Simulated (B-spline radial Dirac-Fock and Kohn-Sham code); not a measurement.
Ytterbium (Z = 70). The calculation used a Dirac–Hartree–Slater potential of the neutral atom, no hole, surface-current nucleus (a B-spline radial code).

A figure with this caption is to be made: «Internal conversion coefficients by shell for electric multipoles at a transition energy of 1000 keV (K and L shells).» What will it show?

The shells shown sum to 0.00145 (E1), 0.00358 (E2), 0.00779 (E3), 0.0161 (E4), 0.0324 (E5). The largest bar is K for E1, K for E2, K for E3, K for E4, K for E5.

The computed plot:

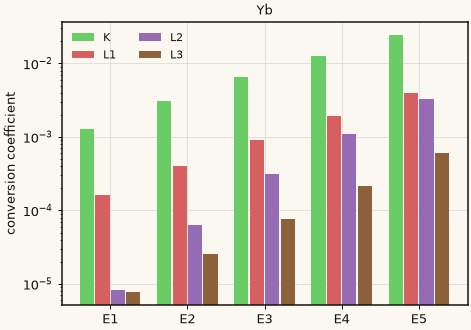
